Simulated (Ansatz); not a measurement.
Input

```
crystal:
  periodic: [false, false, false]
  atoms:
    - { symbol: Al, position_ang: [-1.259389, 0.778564, -1.194751] }
    - { symbol: S, position_ang: [0.673932, 1.827139, -0.738027] }
    - { symbol: H, position_ang: [-1.274649, -0.302227, -2.349658] }
    - { symbol: H, position_ang: [-2.526996, 1.306416, -0.415483] }
    - { symbol: H, position_ang: [1.048485, -0.114159, 1.057099] }
    - { symbol: P, position_ang: [0.256914, -1.233557, 1.34353] }
    - { symbol: H, position_ang: [1.40903, 1.119878, -1.6294] }
    - { symbol: H, position_ang: [0.383841, -1.177284, 2.764375] }
    - { symbol: H, position_ang: [1.288731, -2.204771, 1.162415] }
basis:
  gaussian: { orbitals: def2-SVP }
hamiltonian:
  xc: b3lyp
relax:
  f_tol: 0.03
  max_steps: 50
output:
  orbitals: {}
```

Run with:

```sh
ansatz run input.yaml --threads 2 --pin off --max-ram 3072MiB --backend cpu --events-out ev --progress --plain --runs-dir out
```

The fields are those of the relaxed geometry.

Level of theory: RKS B3LYP/def2-SVP in Ansatz 0.2.0.

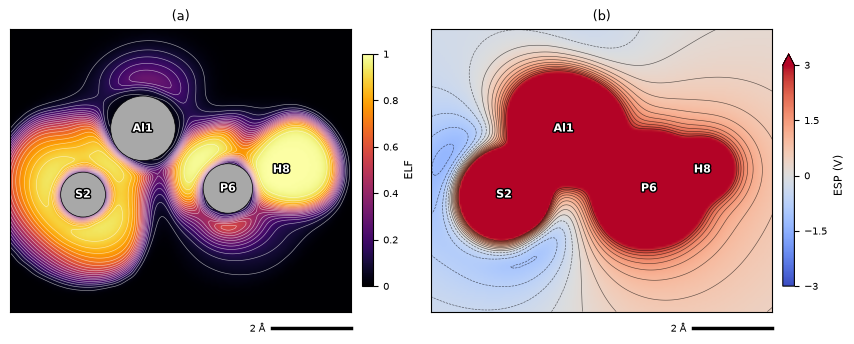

AlH6PS. (a) ELF; (b) electrostatic potential on the plane of atoms S2, Al1 and P6. Grey discs cover the atomic cores in the ELF map.

Read the bonding off the picture.

Answer. The plane passes through Al, S, P and H nuclei. Al–S (2.24 Å): the ELF peaks at about 0.95 in the valence shell of S, 1.0 Å from its nucleus, and is about 0.90 at the midpoint. Al–P (2.61 Å): the ELF peaks at about 1 between the atoms (a shared electron pair). P–H (1.42 Å): the ELF climbs to about 1 towards the hydrogen, as it does in any bond to H. The ELF also peaks beside S2, away from the bonds: lone-pair regions. Outside the dense part of the molecule the potential is most negative (−1.4 V) near S2.
